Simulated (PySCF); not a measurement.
# C2H10GaNO: the cost of one run

Programs: PySCF 2.14.0, with density-fitted response routines of our own. Each step states its level of theory. These are calculated values for one molecule in the gas phase, unless marked as measured. Atoms are numbered from 0 throughout.

### 1 The starting structure

15 atoms, charge 0, multiplicity 1; geometry from: GFN2-xTB.

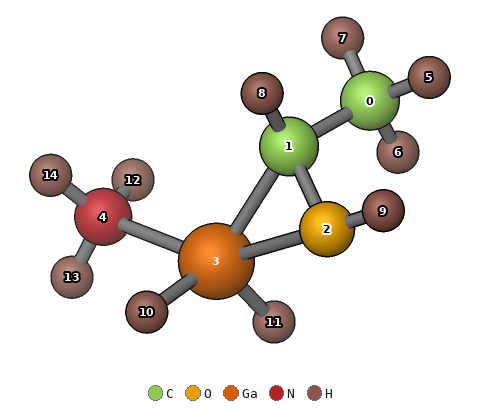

The starting geometry (carbon green, oxygen amber, gallium orange, nitrogen red, hydrogen brown), atoms numbered.

### 2 Ultraviolet spectrum: CAM-B3LYP/def2-SVPD

What the job is given:

```
{"job": {"kind": "uv", "xc": "CAM-B3LYP", "basis": "def2-SVPD", "nstates": 8, "ntriplets": 3}, "charge": 0, "multiplicity": 1}
C     -1.780774    -0.196494     0.911623
C     -0.952567     0.573578    -0.106558
O     -1.335025     0.157928    -1.474591
Ga     0.716843    -0.199532    -0.906708
N      2.451937     0.029299     0.491801
H     -2.853696    -0.044200     0.757453
H     -1.568927    -1.264344     0.833784
H     -1.529652     0.139703     1.916572
H     -1.184528     1.644573    -0.012271
H     -2.292908     0.209598    -1.593417
H      1.369039     0.552506    -2.080539
H      0.743819    -1.744355    -0.890292
H      2.251190    -0.409434     1.387670
H      3.256146    -0.441136     0.083484
H      2.704689     1.000299     0.660077
```

With the program's defaults for keys left out, this is: TDDFT CAM-B3LYP/def2-SVPD, vertical, gas phase, core orbitals frozen in the response.

The run is started by

```console
$ OMP_NUM_THREADS=1 python probes_run.py task.json out
```

The driver reads the jobs from task.json and runs them one after another.

**Question.** How long does this job take on 1 thread of Arm Neoverse V1, shared host, and how much memory does it need?

About 68 s, with a peak of 0.91 GiB.
